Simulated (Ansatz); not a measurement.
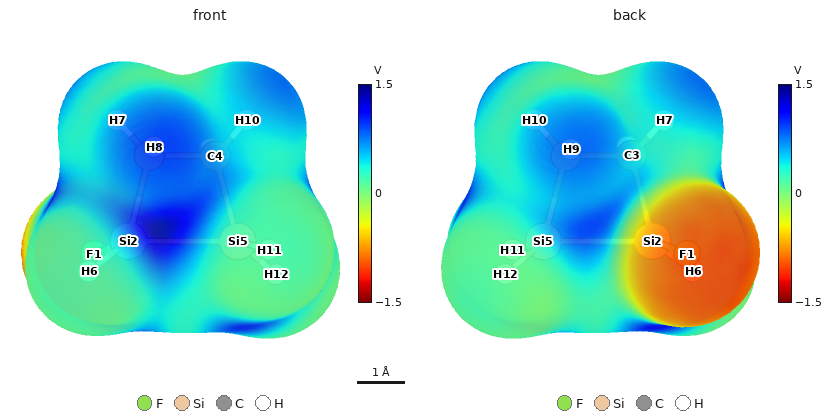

Figure 1: C2H7FSi2 (SMILES F[SiH]1CC[SiH2]1). The molecular electrostatic potential painted on the density surface at 0.002 e/bohr³, seen from the front and from behind; red is negative and blue positive.

Geometry: PBE0-D4/def2-TZVP.

Method: Ansatz 0.2.0, RKS PBE0-D4/def2-TZVPP.

Input file:

```
crystal:
  periodic: [false, false, false]
  atoms:
    - {symbol: F, position_ang: [-2.377653, 0.470400, 0.846328]}
    - {symbol: Si, position_ang: [-1.392280, 0.188122, -0.393673]}
    - {symbol: C, position_ang: [-0.157436, -1.185954, -0.001247]}
    - {symbol: C, position_ang: [0.972280, -0.322815, 0.629224]}
    - {symbol: Si, position_ang: [0.635909, 1.331500, -0.264856]}
    - {symbol: H, position_ang: [-2.269043, 0.025781, -1.584568]}
    - {symbol: H, position_ang: [-0.490336, -2.021111, 0.619801]}
    - {symbol: H, position_ang: [0.177721, -1.607020, -0.956800]}
    - {symbol: H, position_ang: [0.782691, -0.180857, 1.697459]}
    - {symbol: H, position_ang: [1.971388, -0.751549, 0.528145]}
    - {symbol: H, position_ang: [1.345667, 1.406469, -1.573396]}
    - {symbol: H, position_ang: [0.878090, 2.591934, 0.487585]}
basis:
  gaussian: {orbitals: def2-TZVPP}
hamiltonian: {xc: pbe0, dispersion: d4}
output: {orbitals: {seedname: orbitals}}
```

Launched as:

```sh
ansatz run in.yaml --threads 4 --pin off --events-out ev --progress --plain --max-ram 10444MiB
```

Q: Where is the surface potential most negative and most positive?

A: The most negative region (about −1.0 V) lies over F1, the most positive (about +1.2 V) over Si2.
